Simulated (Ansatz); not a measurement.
FH5Si3

The calculation's input:

```
crystal:
  periodic: [false, false, false]
  atoms:
    - {symbol: F, position_ang: [-1.903983, 1.116964, -1.529745]}
    - {symbol: Si, position_ang: [-0.657753, 0.193389, -1.133337]}
    - {symbol: Si, position_ang: [1.096467, 0.757732, 0.258447]}
    - {symbol: Si, position_ang: [-0.389565, -0.996040, 0.827593]}
    - {symbol: H, position_ang: [-0.206278, -0.573200, -2.321783]}
    - {symbol: H, position_ang: [0.908759, 1.872799, 1.221031]}
    - {symbol: H, position_ang: [2.508964, 0.616278, -0.177605]}
    - {symbol: H, position_ang: [-0.091137, -2.450742, 0.821146]}
    - {symbol: H, position_ang: [-1.176974, -0.583682, 2.017253]}
basis:
  gaussian: {orbitals: def2-TZVPP}
hamiltonian: {xc: pbe0, dispersion: d4}
output: {orbitals: {seedname: orbitals}}
```

Command:

```sh
ansatz run in.yaml --threads 2 --pin off --events-out ev --progress --plain --max-ram 4352MiB
```

Geometry: PBE0-D4/def2-TZVP.

All numbers below come from RKS PBE0-D4/def2-TZVPP in Ansatz 0.2.0.

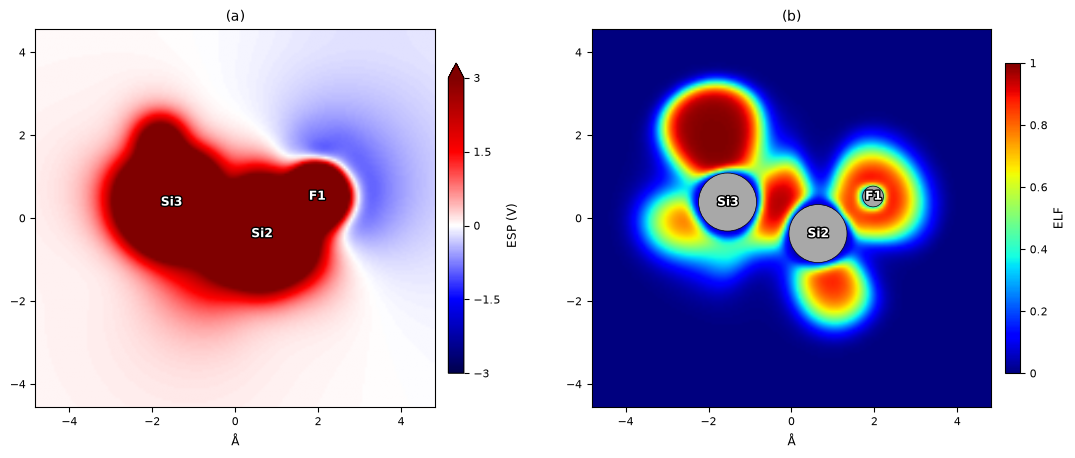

Figure 1. (a) electrostatic potential; (b) electron localisation function on the plane of atoms F1, Si2 and Si3. Grey discs cover the atomic cores in the ELF map.

### Interpret the plot.

- Atoms in the plane: F and Si.
- Si–F (1.60 Å): the ELF peaks at about 0.85 in the valence shell of F, 0.6 Å from its nucleus, and is about 0.55 at the midpoint.
- Si–Si (2.31 Å): the ELF peaks at about 0.90 between the atoms (a shared electron pair).
- The ELF also peaks beside F1, away from the bonds: lone-pair regions.
- Outside the dense part of the molecule the potential is most negative (−0.9 V) near F1.

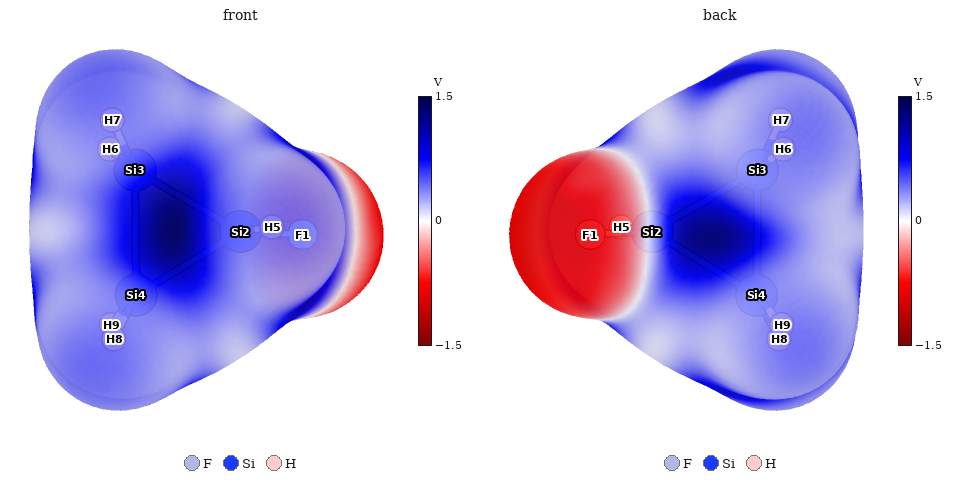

Figure 2. The electrostatic potential painted on the density surface at 0.002 e/bohr³, seen from the front and from behind; the colour scale runs from red (negative) to blue (positive).

### Where is the surface potential most negative and most positive?

The most negative region (about −0.9 V) lies over F1, the most positive (about +1.3 V) over Si2, Si3 and Si4.

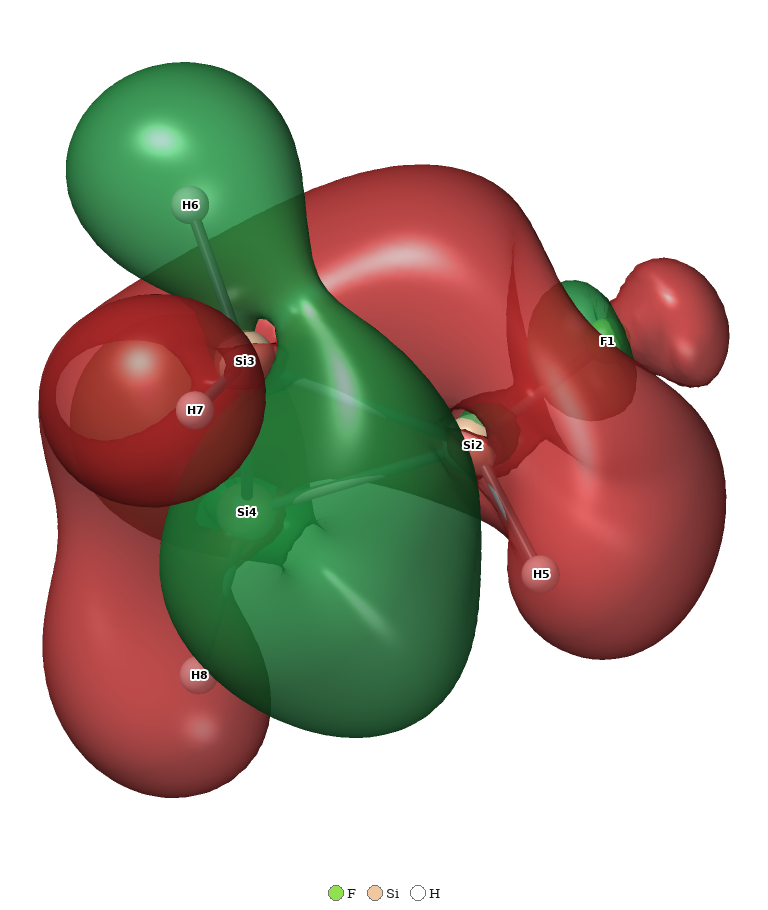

Figure 3. The LUMO at ±0.05 Å⁻³ᐟ² (green and red are the two phases), seen at an oblique angle.

### Describe this orbital and give its energy.

Its weight (Hirshfeld) is mainly on Si2 (about 30 %), Si3 (about 20 %) and Si4 (about 20 %). Its energy is −1.69 eV.
